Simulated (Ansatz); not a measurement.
AlBClH4N (SMILES N[BH][AlH][Cl])

```xyz
8

N    -0.1197    1.4080    0.3210
B     0.7581    0.3439    0.0499
Al    2.8370    0.8545    0.1048
Cl    3.0202    3.0590    0.5887
H     0.2044    2.3555    0.5293
H    -1.1364    1.3062    0.3282
H     0.2987   -0.7458   -0.1877
H     4.2794    0.1514   -0.0920
```

Theory: RKS revPBE-D4/6-31G (Ansatz).

> Predict the electron density and electron localisation function between the atoms.

B–N (1.41 Å): ρ at the midpoint is about 1.8 e/Å³; the ELF peaks at about 0.90 between the atoms: a shared but strongly polarised pair.
Al–B (2.14 Å): ρ at the midpoint is about 0.52 e/Å³; the ELF peaks at about 1 between the atoms; a covalent bond.
Al–Cl (2.26 Å): ρ is about 0.47 e/Å³ halfway; the ELF peaks at about 0.85 in the valence shell of Cl, 0.8 Å from its nucleus, and is about 0.75 at the midpoint.
N–H (1.02 Å): the density is about 2.7 e/Å³ at the midpoint; the ELF climbs to about 1 towards the hydrogen, as it does in any bond to H (an ordinary covalent bond to hydrogen).

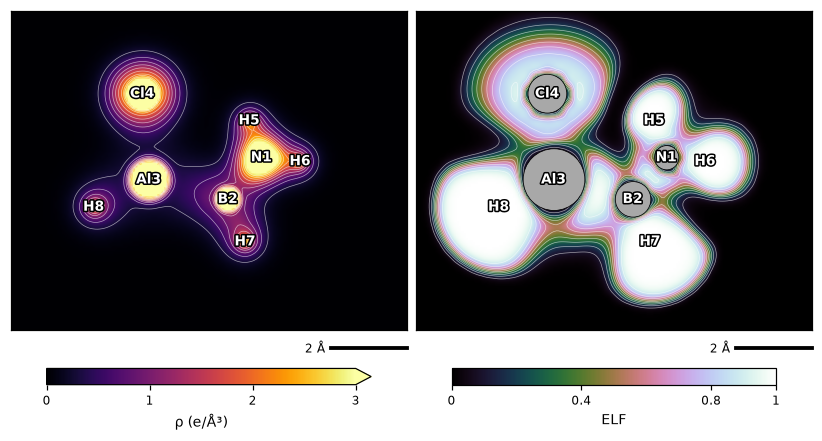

Computed electron density and electron localisation function on the molecular plane, in this order. Grey discs cover the atomic cores in the ELF map. 
